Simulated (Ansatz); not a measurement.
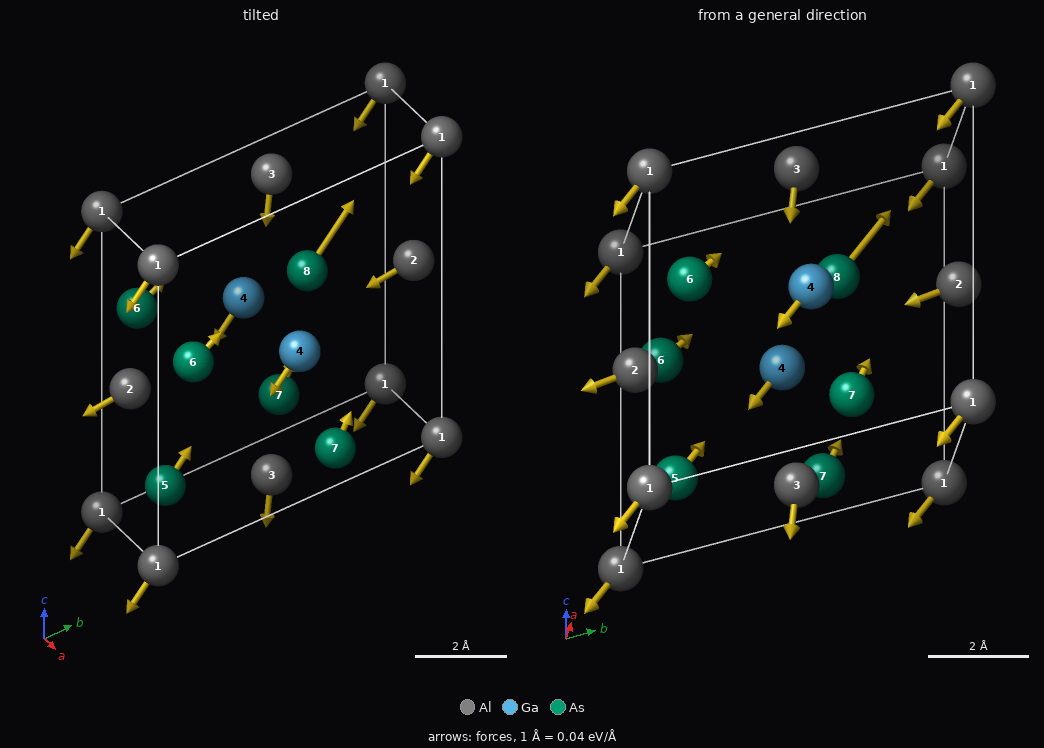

Spheres-only representation of a periodic structure, projected slightly off an axis and from a general direction. The parallelepiped is the simulation cell. The arrows are the computed forces on the atoms.

System: Al$_{3}$GaAs$_{4}$. Method: DFT, PBE0, plane waves, PAW in Ansatz 0.2.0; wavefunction cutoff 420 eV, 4×2×2 k-points, no spin polarisation.

Would an optimiser stop at this geometry?

Answer. No. The atoms still feel forces of up to about 0.058 eV/Å, above a usual threshold of 0.01 to 0.03 eV/Å.

Which atom is pushed hardest?

Answer. As8, about 0.058 eV/Å.

On average, how strongly is each element pushed?

Answer. Mean magnitudes: about Al 0.033 eV/Å, Ga 0.031 eV/Å, As 0.03 eV/Å.

The starting point was a structure type filled with these elements by a generator (whether the compound takes this form wasn't checked). Earlier steps of the study, as a rule a relaxation of our own, may have changed the cell and positions, so they can lie some per cent off the listed ones. Ansatz was used for an electronic-structure calculation on it.
